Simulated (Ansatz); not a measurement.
# Boron, bcc under BLYP: from relaxation to bulk modulus

The plan for boron in the bcc structure: relax it, solve it on a dense k-mesh, then scale the cell to 7 volumes from 88 to 112 % of the relaxed one and try a fit of the equation of state. Spin polarisation is left out. The k-meshes are 18×18×18 for the relaxation; 31×31×31 for the dense run; 21×21×21 for the volumes.

Program: Ansatz 0.2.0. Level of theory: DFT BLYP, plane waves (420 eV) with PAW, scalar-relativistic; PAW files made under PBE, frozen cores solved again for the functional. These are calculated values, not measurements.

## Step 1: Starting point

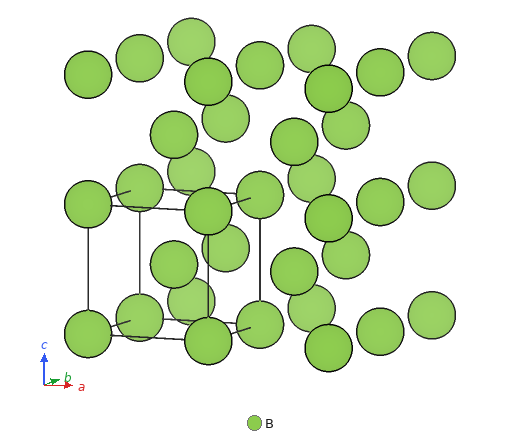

The structure, seen slightly off an axis (boron green). 2×2×2 conventional cells are drawn; the run uses a primitive one. Any atoms on the faces are drawn again on the opposite ones.

Coordinates:

```xyz
1
Lattice="-1.1789 1.1789 1.1789 1.1789 -1.1789 1.1789 1.1789 1.1789 -1.1789" Properties=species:S:1:pos:R:3 pbc="T T T"
B     0.0000    0.0000    0.0000
```

## Step 2: Geometry optimisation

input.yaml reads:

```yaml
crystal:
  lattice:
    - [-1.1789190289, 1.1789190289, 1.1789190289]
    - [1.1789190289, -1.1789190289, 1.1789190289]
    - [1.1789190289, 1.1789190289, -1.1789190289]
  atoms:
    - { symbol: B, position: [0.0, 0.0, 0.0] }
hamiltonian:
  xc: blyp
  pseudopotentials:
    kind: paw
    azcp:
      B: "pseudopotentials/B.paw.azcp"
basis:
  ecutwfc: 420
  fft_grid_basis: typed
kpoints:
  mp_grid: { grid: [18, 18, 18], shift: [0, 0, 0] }
magnetization:
  spin_polarized: false
scf:
  occupations: { method: fermi_dirac, width: 0.1 }
relax:
  max_steps: 60
  f_tol: 0.01
  cell: {}
output:
  write_density: true
  write_potential: true
  elf: true
  volumetric_format: npy
```

Log:

```text
Warning: RAYON_NUM_THREADS=2 ignored (pool sized by the plan → 2); use --threads N
Engine: ansatz 0.2.0, aarch64-unknown-linux-gnu
Pseudopotentials: kind: paw
Pseudopotential: B, paw, valence charge 3, recommended cutoff 420 eV (normal), <dir>
Functional definition: BLYP
  parameter beta = 0.0042
  parameter a = 0.04918
  parameter b = 0.132
  parameter c = 0.2533
  parameter d = 0.349
  exchange = b88_x(beta = beta)
  correlation = lyp_c(a = a, b = b, c = c, d = d)
Crystal: 1 atoms, lattice volume = 6.554 Å³
Basis set: ecut = 420 eV, 135 PW (Γ), exchange–correlation on 30×30×30 points (8 copies of the dense FFT grid, shifted against one another)
Bands: 6, of which v1, the nominal top of the filled ones, is band 2 counted from 1 (1 counted from 0)
Symmetry: 48 space group operations
Space group: Im-3m (ITA 229), of the structure as read, at distance tolerance 1.9e-5 Å
k-points: 195 of 5832
Non-local potential: B, projectors of the file, l = 0: 2, l = 1: 2, l = 2: 1
PAW form: soft (Blöchl's): semilocal exchange-correlation on the pseudo side does not see the compensation charge
PAW frozen core: B, regenerated for the run's functional, and the local potential with it (the file was generated under x = pbe(κ = 0.804, μ = 0.2195149727645171), c = pbe(β = 0.06672455060314922))
PAW one-centre angular grid: B, 110 points (default); XC on 64 Gauss nodes
Initial density: superposition of atomic densities (neutral atoms: chi_scale 0, normalization atom), corrected by the library's trained network
Initial wavefunctions: pseudopotential atomic-orbital guess
Functional: x = b88, c = lyp
SCF iter   1: F=—  HF=-154.249338 eV  |F-HF|=—  |Δ(HF+E_count)|=         —  Δρ=8.45e-3  dr2=2.87e-3  ethr=1.77e-3  ⟨swp⟩=4.5  Hψ=8733  notcnv=0
preconditioner: auto → none  [metal: Δε(μ)=0.132 eV  Ē_g=22.314 eV  σ=0.100 eV  W_gap=0.30  n_scr=0 (ndim 8)  ℏωp=25.1 eV  f_vac=0.000  D(μ)=0.28/eV (n_scr^D=0)]
SCF iter   2: F=—  HF=-154.248656 eV  |F-HF|=—  |Δ(HF+E_count)|=   6.82e-4  Δρ=3.78e-3  dr2=5.68e-4  ethr=9.58e-5  ⟨swp⟩=1.0  Hψ=2730  notcnv=0
SCF iter   3: F=—  HF=-154.248522 eV  |F-HF|=—  |Δ(HF+E_count)|=   1.35e-4  Δρ=1.11e-4  dr2=3.02e-7  ethr=1.89e-5  ⟨swp⟩=1.6  Hψ=1289  notcnv=0
SCF iter   4: F=—  HF=-154.248521 eV  |F-HF|=—  |Δ(HF+E_count)|=   9.34e-7  Δρ=2.02e-5  dr2=6.43e-9  ethr=1.01e-8  ⟨swp⟩=2.2  Hψ=1433  notcnv=0
iter 5 did not close the SCF: its close was put off for the readings that it lacked (scf_convergence_deferred on its scf_iter line)
SCF iter   5: F=-154.248521 eV  HF=-154.248521 eV  |F-HF|=8.33e-11  |Δ(HF+E_count)|=   1.94e-8  Δρ=1.62e-6  dr2=3.71e-11  ethr=2.14e-10  ⟨swp⟩=2.0  Hψ=1416  notcnv=0
SCF iter   6: F=-154.248521 eV  HF=-154.248521 eV  |F-HF|=1.65e-12  |Δ(HF+E_count)|=  7.80e-11  Δρ=2.12e-7  dr2=5.48e-13  ethr=1.24e-12  ⟨swp⟩=3.0  Hψ=3678  notcnv=0
SCF 1 converged in 6 iterations: F = -154.248521 eV  dr2 = 5.48e-13
relax step   1: F+E_penalty+E_count = -154.24852062 eV  Δ(F+E_penalty+E_count) = +0.000e0 eV  max|allowed force component| = 0.000e0 eV/Å  Δτ_max = 0.0000 Å  P = -2.670 GPa  Ω = 6.554 Å³  (6 SCF iters, accepted)
Crystal: 1 atoms, lattice volume = 6.512 Å³
Initial density: handed on by an earlier stage of this run
Initial wavefunctions: those handed on with the density
iter 1 solved again at ethr=2.40e-8 eV; its pass at ethr=3.10e-3 eV (dr2=7.19e-7 eV) is discarded
SCF iter   1: F=—  HF=-154.249190 eV  |F-HF|=—  |Δ(HF+E_count)|=         —  Δρ=1.92e-4  dr2=7.19e-7  ethr=2.40e-8  ⟨swp⟩=2.4  Hψ=10511  notcnv=0
preconditioner: auto → none  [metal: Δε(μ)=0.104 eV  Ē_g=22.428 eV  σ=0.100 eV  W_gap=0.24  n_scr=0 (ndim 8)  ℏωp=25.2 eV  f_vac=0.000  D(μ)=0.28/eV (n_scr^D=0)]
SCF iter   2: F=—  HF=-154.249187 eV  |F-HF|=—  |Δ(HF+E_count)|=   2.99e-6  Δρ=9.46e-5  dr2=1.59e-7  ethr=2.40e-8  ⟨swp⟩=1.0  Hψ=1180  notcnv=0
SCF iter   3: F=-154.249186 eV  HF=-154.249186 eV  |F-HF|=1.02e-10  |Δ(HF+E_count)|=   4.38e-7  Δρ=3.59e-6  dr2=2.30e-10  ethr=3.33e-9  ⟨swp⟩=6.7  Hψ=3529  notcnv=0
SCF 2 converged in 3 iterations: F = -154.249186 eV  dr2 = 2.30e-10
relax step   2: F+E_penalty+E_count = -154.24918610 eV  Δ(F+E_penalty+E_count) = -6.655e-4 eV  max|allowed force component| = 0.000e0 eV/Å  Δτ_max = 0.0000 Å  P = -1.613 GPa  Ω = 6.512 Å³  energy of the carried Pulay correction = +9.792e-5 eV  (3 SCF iters, dr2 threshold 1.00e-7 eV, accepted)
Crystal: 1 atoms, lattice volume = 6.448 Å³
iter 1 solved again at ethr=5.68e-8 eV; its pass at ethr=3.10e-3 eV (dr2=1.70e-6 eV) is discarded
SCF iter   1: F=—  HF=-154.249652 eV  |F-HF|=—  |Δ(HF+E_count)|=         —  Δρ=2.99e-4  dr2=1.71e-6  ethr=5.68e-8  ⟨swp⟩=2.4  Hψ=10517  notcnv=0
preconditioner: auto → none  [metal: Δε(μ)=0.044 eV  Ē_g=22.577 eV  σ=0.100 eV  W_gap=0.11  n_scr=0 (ndim 8)  ℏωp=25.3 eV  f_vac=0.000  D(μ)=0.27/eV (n_scr^D=0)]
SCF iter   2: F=—  HF=-154.249648 eV  |F-HF|=—  |Δ(HF+E_count)|=   4.68e-6  Δρ=1.48e-4  dr2=3.82e-7  ethr=5.68e-8  ⟨swp⟩=1.0  Hψ=1180  notcnv=0
SCF iter   3: F=-154.249647 eV  HF=-154.249647 eV  |F-HF|=2.94e-10  |Δ(HF+E_count)|=   1.01e-6  Δρ=5.54e-6  dr2=5.21e-10  ethr=3.33e-9  ⟨swp⟩=6.9  Hψ=3619  notcnv=0
SCF 3 converged in 3 iterations: F = -154.249647 eV  dr2 = 5.21e-10
relax step   3: F+E_penalty+E_count = -154.24964671 eV  Δ(F+E_penalty+E_count) = -4.606e-4 eV  max|allowed force component| = 0.000e0 eV/Å  Δτ_max = 0.0000 Å  P = +0.058 GPa  Ω = 6.448 Å³  energy of the carried Pulay correction = +2.462e-4 eV  (3 SCF iters, dr2 threshold 1.00e-7 eV, accepted)
Crystal: 1 atoms, lattice volume = 6.450 Å³
iter 1 solved again at ethr=6.91e-11 eV; its pass at ethr=3.10e-3 eV (dr2=2.07e-9 eV) is discarded
SCF iter   1: F=—  HF=-154.249643 eV  |F-HF|=—  |Δ(HF+E_count)|=         —  Δρ=8.16e-6  dr2=2.12e-9  ethr=6.91e-11  ⟨swp⟩=2.3  Hψ=10491  notcnv=0
preconditioner: auto → none  [metal: Δε(μ)=0.044 eV  Ē_g=22.572 eV  σ=0.100 eV  W_gap=0.11  n_scr=0 (ndim 8)  ℏωp=25.3 eV  f_vac=0.000  D(μ)=0.27/eV (n_scr^D=0)]
SCF iter   2: F=-154.249642 eV  HF=-154.249642 eV  |F-HF|=1.22e-9  |Δ(HF+E_count)|=   1.35e-6  Δρ=3.57e-6  dr2=3.71e-10  ethr=6.91e-11  ⟨swp⟩=5.0  Hψ=2996  notcnv=0
SCF 4 converged in 2 iterations: F = -154.249642 eV  dr2 = 3.71e-10
relax step   4: F+E_penalty+E_count = -154.24964208 eV  Δ(F+E_penalty+E_count) = +4.624e-6 eV  max|allowed force component| = 0.000e0 eV/Å  Δτ_max = 0.0000 Å  P = +0.001 GPa  Ω = 6.450 Å³  energy of the carried Pulay correction = +2.411e-4 eV  (2 SCF iters, dr2 threshold 8.48e-9 eV, accepted)
Initial wavefunctions: pseudopotential atomic-orbital guess (no wavefunctions were taken with the density)
iter 1 solved again at ethr=1.31e-8 eV; its pass at ethr=3.10e-3 eV (dr2=3.92e-7 eV) is discarded
SCF iter   1: F=—  HF=-154.249396 eV  |F-HF|=—  |Δ(HF+E_count)|=         —  Δρ=4.96e-5  dr2=1.65e-8  ethr=1.31e-8  ⟨swp⟩=2.3  Hψ=11940  notcnv=0
SCF iter   2: F=—  HF=-154.249395 eV  |F-HF|=—  |Δ(HF+E_count)|=   1.15e-6  Δρ=2.59e-5  dr2=4.27e-9  ethr=5.49e-10  ⟨swp⟩=2.0  Hψ=1468  notcnv=0
SCF iter   3: F=—  HF=-154.249395 eV  |F-HF|=—  |Δ(HF+E_count)|=   7.31e-8  Δρ=1.33e-6  dr2=2.21e-11  ethr=1.42e-10  ⟨swp⟩=2.0  Hψ=1477  notcnv=0
SCF iter   4: F=-154.249395 eV  HF=-154.249395 eV  |F-HF|=4.26e-13  |Δ(HF+E_count)|=  1.51e-10  Δρ=7.52e-8  dr2=6.01e-14  ethr=1.00e-12  ⟨swp⟩=4.9  Hψ=2925  notcnv=0
SCF 5 converged in 4 iterations: F = -154.249395 eV  dr2 = 6.01e-14
relax step   5: F+E_penalty+E_count = -154.24939538 eV  Δ(F+E_penalty+E_count) = +2.467e-4 eV  max|allowed force component| = 0.000e0 eV/Å  Δτ_max = 0.0000 Å  P = -0.033 GPa  Ω = 6.450 Å³  stress off target by 3.31e-2 GPa  SCF on the basis re-selected at this cell (its energy is not comparable with the rows above)  (4 SCF iters)
basis re-selected at this cell: Δ(F+E_penalty+E_count) = +2.467e-4 eV, ΔP = -0.034 GPa vs the last step (what re-selecting the basis moved, of the pressure what is left beyond the Pulay correction that the steps carried, after the strain that the cell walked since its last selection, with what the two solves' SCF thresholds leave and, on support functions, any second-order correction that the steps lacked; it is no measure of the basis error at this ecutwfc). This SCF's stress stands 3.31e-2 GPa from its target on what of the cell is left free (relax.cell.stress_tol is 5.00e-2 GPa) and its largest allowed force component is 0.00e0 eV/Å (relax.f_tol is 1.00e-2 eV/Å): within both
SCF converged after 4 iterations
Free energy (F): -154.249395 eV
Harris-Foulkes:  -154.249395 eV  (|F-HF|=4.26e-13)
Internal energy: -154.240407 eV  (E = F + TS)
E sigma→0 (E₀):  -154.244901 eV
Entropy (-TS):   -0.008989 eV (-8.989 meV/atom)
Fermi energy:    13.322559 eV
--- Per-component energies (eV) ---
  E_band       = 18.010284
  E_kinetic    = 46.678766
  E_local      = -2.988760  (includes V_loc(G=0)·N_el)
  E_nonlocal   = 12.605031
  E_hartree    = 0.317290
  E_xc         = -30.499876
  E_vxc        = -36.140888  (∫ρ·V_xc dr)
  E_paw        = -79.805544  (= ΣΔE_a)
  E_vpaw       = -2.778442  (= ΣTr[D̂ρ^β])
  E_aug_tail   = -0.000003  (compensation charges beyond the density's cutoff)
  E_ewald      = -100.548075
  E_core_change = 0.000764  (= ΣΔE_core)
  E_smearing   = -0.008989  (= −TS)
  E_closure    = 0.000000  (closes the sum)
  Σ components = -154.249395   (vs F -154.249395, Δ=0.00e0)
--- Forces (eV/Å), atoms counted from 1 ---
  atom   1  B      0.00000000    -0.00000000    -0.00000000
  max |Σ_I F_I| component: 1.64e-32 eV/Å
--- Stress (GPa, compression-positive) ---
       -0.033112       0.000000      -0.000000
       -0.000000      -0.033112      -0.000000
        0.000000       0.000000      -0.033112
  P = ⅓ Tr σ = -0.0331 GPa (-0.331 kbar)
--- Band table (eV; the first three rows and the last of 195) ---
  k-point 0: bands = ["-4.5318", "27.7673", "27.7673", "27.7673", "46.2191", "46.2191"]
  k-point 1: bands = ["-4.3962", "27.3489", "27.4550", "27.6945", "45.0701", "45.0814"]
  k-point 2: bands = ["-3.9897", "26.0820", "26.6389", "27.4815", "42.4977", "43.0513"]
  k-point 194: bands = ["13.6519", "13.6519", "13.6519", "23.5504", "23.9576", "23.9576"]
--- Relaxed structure (4 steps of the walk, 4 accepted, 1 SCFs on fresh bases) ---
  F+E_penalty+E_count = -154.24939538 eV   max|allowed force component| = 0.000e0 eV/Å   (the final SCF, on the basis selected at the relaxed cell)
  cell:  # Å, volume = 6.4502 Å³
    - [-1.17265557153425, 1.17265557153425, 1.17265557153425]
    - [1.17265557153425, -1.17265557153425, 1.17265557153425]
    - [1.17265557153425, 1.17265557153425, -1.17265557153425]
  atoms:
    - { symbol: B, position: [0.0, 0.0, 0.0] }
```

Wall time 2 s (2 threads of Arm Neoverse V1, shared host); peak memory 0.26 GiB.

The steps of the relaxation:

```
step  energy change (meV/atom)  largest force (eV/Å)  pressure (GPa)  volume (Å³/atom)
   1                      0.00                0.0000           -2.67             6.554
   2                     -0.67                0.0000           -1.61             6.512
   3                     -1.13                0.0000            0.06             6.448
   4                     -1.12                0.0000            0.00             6.450
   5                     -0.87                0.0000           -0.03             6.450
```

Steps that repeat a cell are solved on a basis chosen anew, so their changes of energy are no gain of the relaxation.

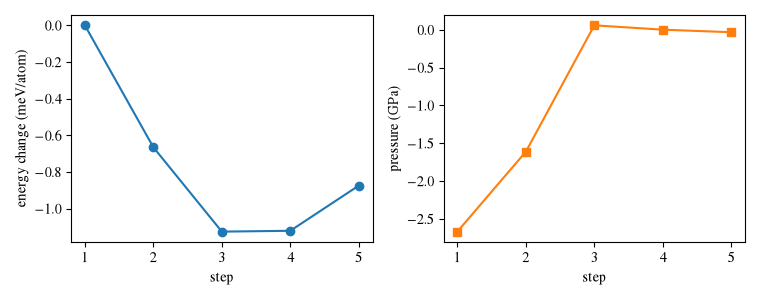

Energy and pressure over the accepted steps.

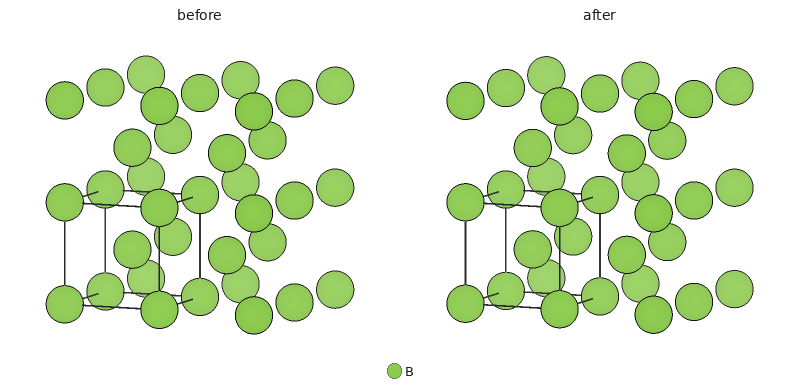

The structure before (left) and after (right), drawn at the same scale. The cells drawn are those of the first picture.

Changes in the cell that was computed:

|  | before | after | change |
| --- | --- | --- | --- |
| a (Å) | 2.042 | 2.031 | -0.5 % |
| b (Å) | 2.042 | 2.031 | -0.5 % |
| c (Å) | 2.042 | 2.031 | -0.5 % |
| volume (Å³/atom) | 6.554 | 6.450 | -1.6 % |
| shortest distance (Å) | 2.042 | 2.031 | -0.5 % |
| space group (spins left aside) | Im-3m | Im-3m | same |

## Step 3: Dense single point

input.yaml reads:

```yaml
crystal:
  lattice:
    - [-1.1726555715, 1.1726555715, 1.1726555715]
    - [1.1726555715, -1.1726555715, 1.1726555715]
    - [1.1726555715, 1.1726555715, -1.1726555715]
  atoms:
    - { symbol: B, position: [0.0, 0.0, 0.0] }
hamiltonian:
  xc: blyp
  pseudopotentials:
    kind: paw
    azcp:
      B: "pseudopotentials/B.paw.azcp"
basis:
  ecutwfc: 420
  fft_grid_basis: typed
kpoints:
  mp_grid: { grid: [31, 31, 31], shift: [0, 0, 0] }
magnetization:
  spin_polarized: false
scf:
  occupations: { method: fermi_dirac, width: 0.1 }
```

Log, cut to the lines that bear on the results:

```text
Warning: RAYON_NUM_THREADS=2 ignored (pool sized by the plan → 2); use --threads N
[...]
[... 3 set-up lines as earlier in the session ...]
[...]
Crystal: 1 atoms, lattice volume = 6.450 Å³
Basis set: ecut = 420 eV, 135 PW (Γ), exchange–correlation on 30×30×30 points (8 copies of the dense FFT grid, shifted against one another)
Bands: 6, of which v1, the nominal top of the filled ones, is band 2 counted from 1 (1 counted from 0)
[... 2 set-up lines as earlier in the session ...]
k-points: 816 of 29791
[...]
SCF iter   1: F=—  HF=-154.249220 eV  |F-HF|=—  |Δ(HF+E_count)|=         —  Δρ=8.36e-3  dr2=2.73e-3  ethr=1.77e-3  ⟨swp⟩=4.5  Hψ=36522  notcnv=0
[...]
SCF iter   6: F=-154.248446 eV  HF=-154.248446 eV  |F-HF|=1.85e-12  |Δ(HF+E_count)|=  1.02e-10  Δρ=2.29e-7  dr2=6.43e-13  ethr=1.40e-12  ⟨swp⟩=1.0  Hψ=13004  notcnv=0
[...]
SCF converged after 6 iterations
Free energy (F): -154.248446 eV
[...]
E sigma→0 (E₀):  -154.243843 eV
Entropy (-TS):   -0.009207 eV (-9.207 meV/atom)
Fermi energy:    13.321840 eV
[...]
```

Wall time 1.5 s (2 threads of Arm Neoverse V1, shared host); peak memory 0.28 GiB.

## Step 4: Volume × 0.88

input.yaml reads:

```yaml
crystal:
  lattice:
    - [-1.1237370382, 1.1237370382, 1.1237370382]
    - [1.1237370382, -1.1237370382, 1.1237370382]
    - [1.1237370382, 1.1237370382, -1.1237370382]
  atoms:
    - { symbol: B, position: [0.0, 0.0, 0.0] }
hamiltonian:
  xc: blyp
  pseudopotentials:
    kind: paw
    azcp:
      B: "pseudopotentials/B.paw.azcp"
basis:
  ecutwfc: 420
  fft_grid_basis: typed
kpoints:
  mp_grid: { grid: [21, 21, 21], shift: [0, 0, 0] }
magnetization:
  spin_polarized: false
scf:
  occupations: { method: fermi_dirac, width: 0.1 }
  lower_state_search: "off"
output:
  stress: true
```

Log, cut to the lines that bear on the results:

```text
Warning: RAYON_NUM_THREADS=2 ignored (pool sized by the plan → 2); use --threads N
[...]
[... 3 set-up lines as earlier in the session ...]
[...]
Crystal: 1 atoms, lattice volume = 5.676 Å³
Basis set: ecut = 420 eV, 135 PW (Γ), exchange–correlation on 30×30×30 points (8 copies of the dense FFT grid, shifted against one another)
Bands: 6, of which v1, the nominal top of the filled ones, is band 2 counted from 1 (1 counted from 0)
[... 1 set-up line as earlier in the session ...]
Space group: Im-3m (ITA 229), of the structure as read, at distance tolerance 1.8e-5 Å
k-points: 286 of 9261
[...]
SCF iter   1: F=—  HF=-154.183601 eV  |F-HF|=—  |Δ(HF+E_count)|=         —  Δρ=8.54e-3  dr2=2.30e-3  ethr=1.77e-3  ⟨swp⟩=4.5  Hψ=12845  notcnv=0
[...]
SCF iter   6: F=-154.183073 eV  HF=-154.183073 eV  |F-HF|=3.50e-12  |Δ(HF+E_count)|=  1.59e-10  Δρ=3.61e-7  dr2=1.34e-12  ethr=2.27e-12  ⟨swp⟩=1.0  Hψ=4526  notcnv=0
[...]
SCF converged after 6 iterations
Free energy (F): -154.183073 eV
[...]
E sigma→0 (E₀):  -154.179669 eV
Entropy (-TS):   -0.006808 eV (-6.808 meV/atom)
Fermi energy:    15.420425 eV
[...]
--- Stress (GPa, compression-positive) ---
       30.500995      -0.000000       0.000000
       -0.000000      30.500995      -0.000000
       -0.000000      -0.000000      30.500995
  P = ⅓ Tr σ = 30.5010 GPa (305.010 kbar)
```

Wall time 0.65 s (2 threads of Arm Neoverse V1, shared host); peak memory 0.25 GiB.

## Step 5: Volume × 0.92

Changes to input.yaml since step 4:

```diff
@@ -2,5 +2,5 @@
   lattice:
-    - [-1.1237370382, 1.1237370382, 1.1237370382]
-    - [1.1237370382, -1.1237370382, 1.1237370382]
-    - [1.1237370382, 1.1237370382, -1.1237370382]
+    - [-1.1405117059, 1.1405117059, 1.1405117059]
+    - [1.1405117059, -1.1405117059, 1.1405117059]
+    - [1.1405117059, 1.1405117059, -1.1405117059]
   atoms:
```

Log, cut to the lines that bear on the results:

```text
Warning: RAYON_NUM_THREADS=2 ignored (pool sized by the plan → 2); use --threads N
[...]
[... 3 set-up lines as earlier in the session ...]
[...]
Crystal: 1 atoms, lattice volume = 5.934 Å³
Basis set: ecut = 420 eV, 135 PW (Γ), exchange–correlation on 30×30×30 points (8 copies of the dense FFT grid, shifted against one another)
Bands: 6, of which v1, the nominal top of the filled ones, is band 2 counted from 1 (1 counted from 0)
[... 2 set-up lines as earlier in the session ...]
k-points: 286 of 9261
[...]
SCF iter   1: F=—  HF=-154.222212 eV  |F-HF|=—  |Δ(HF+E_count)|=         —  Δρ=8.35e-3  dr2=2.36e-3  ethr=1.77e-3  ⟨swp⟩=4.5  Hψ=12798  notcnv=0
[...]
SCF iter   6: F=-154.221608 eV  HF=-154.221608 eV  |F-HF|=3.41e-12  |Δ(HF+E_count)|=  1.89e-10  Δρ=3.58e-7  dr2=1.54e-12  ethr=2.85e-12  ⟨swp⟩=1.0  Hψ=4528  notcnv=0
[...]
SCF converged after 6 iterations
Free energy (F): -154.221608 eV
[...]
E sigma→0 (E₀):  -154.217933 eV
Entropy (-TS):   -0.007350 eV (-7.350 meV/atom)
Fermi energy:    14.676310 eV
[...]
--- Stress (GPa, compression-positive) ---
       17.817254       0.000000      -0.000000
        0.000000      17.817254       0.000000
        0.000000      -0.000000      17.817254
  P = ⅓ Tr σ = 17.8173 GPa (178.173 kbar)
```

Run time: 0.92 s. Hardware: 2 threads of Arm Neoverse V1, shared host; peak memory 0.25 GiB.

## Step 6: Volume × 0.96

Changes to input.yaml since step 5:

```diff
@@ -2,5 +2,5 @@
   lattice:
-    - [-1.1405117059, 1.1405117059, 1.1405117059]
-    - [1.1405117059, -1.1405117059, 1.1405117059]
-    - [1.1405117059, 1.1405117059, -1.1405117059]
+    - [-1.1568069318, 1.1568069318, 1.1568069318]
+    - [1.1568069318, -1.1568069318, 1.1568069318]
+    - [1.1568069318, 1.1568069318, -1.1568069318]
   atoms:
```

Log, cut to the lines that bear on the results:

```text
Warning: RAYON_NUM_THREADS=2 ignored (pool sized by the plan → 2); use --threads N
[...]
[... 3 set-up lines as earlier in the session ...]
[...]
Crystal: 1 atoms, lattice volume = 6.192 Å³
Basis set: ecut = 420 eV, 135 PW (Γ), exchange–correlation on 30×30×30 points (8 copies of the dense FFT grid, shifted against one another)
Bands: 6, of which v1, the nominal top of the filled ones, is band 2 counted from 1 (1 counted from 0)
[... 2 set-up lines as earlier in the session ...]
k-points: 286 of 9261
[...]
SCF iter   1: F=—  HF=-154.242528 eV  |F-HF|=—  |Δ(HF+E_count)|=         —  Δρ=8.27e-3  dr2=2.49e-3  ethr=1.77e-3  ⟨swp⟩=4.5  Hψ=12832  notcnv=0
[...]
SCF iter   6: F=-154.241849 eV  HF=-154.241849 eV  |F-HF|=2.73e-12  |Δ(HF+E_count)|=  1.56e-10  Δρ=3.11e-7  dr2=1.34e-12  ethr=2.50e-12  ⟨swp⟩=1.0  Hψ=4536  notcnv=0
[...]
SCF converged after 6 iterations
Free energy (F): -154.241849 eV
[...]
E sigma→0 (E₀):  -154.237711 eV
Entropy (-TS):   -0.008275 eV (-8.275 meV/atom)
Fermi energy:    13.977405 eV
[...]
--- Stress (GPa, compression-positive) ---
        7.721503      -0.000000       0.000000
        0.000000       7.721503      -0.000000
       -0.000000       0.000000       7.721503
  P = ⅓ Tr σ = 7.7215 GPa (77.215 kbar)
```

Run time: 0.68 s. Hardware: 2 threads of Arm Neoverse V1, shared host; peak memory 0.25 GiB.

(Part 1 of 2 ends here.)
